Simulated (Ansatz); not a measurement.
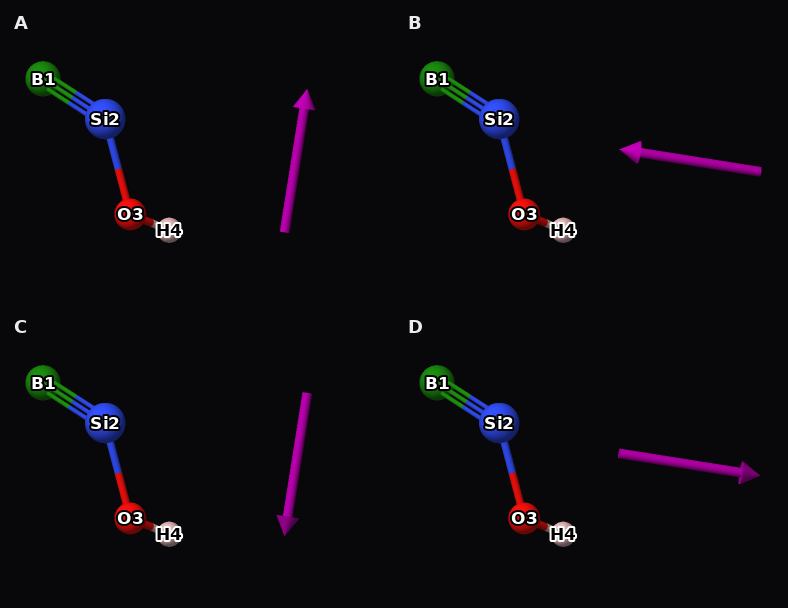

The same molecule four times, each with an arrow. The computed structure is the end point of a PBE0-D4/def2-TZVP optimisation. No frequency run is at hand to confirm it as a minimum. Properties computed with RKS PBE0-D4/def2-TZVP (Ansatz 0.2.0).

### Which arrow points along the dipole moment, from the negative to the positive end?

D. The dipole moment is 2.26 D; it points from the side of B1 to the side of H4 (the outermost atoms at the two ends).
